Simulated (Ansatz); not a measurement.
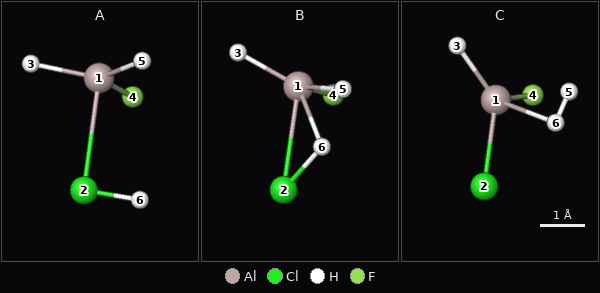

3 geometries from a converged minimum-energy path of AlH3ClF, made up at the start of AlHClF and H$_{2}$, shuffled. A ball-and-stick model, seen at a tilt.

The calculation used RKS BLYP-D4/def2-SVP in Ansatz. Settings: 9 movable images; climbing image; force threshold 0.05 eV/Å; iteration limit 60; starting path through a guess of the saddle point.

Which frame is the transition state?

B. In order along the path, whose images run from 0 to 10: C (image 2, +17.7 kJ/mol), B (image 5, +127.8 kJ/mol), A (image 10, +117.9 kJ/mol). Breaking: H5–H6 (0.77 → 1.40 at the top → 3.16 Å). Forming: Al1–H5 (2.41 → 1.65 at the top → 1.59 Å), Cl2–H6 (2.95 → 1.41 at the top → 1.31 Å).

Limits of the set-up: the start holds two separate molecules, 2.4 Å apart at their closest, whose relative position is a soft coordinate.
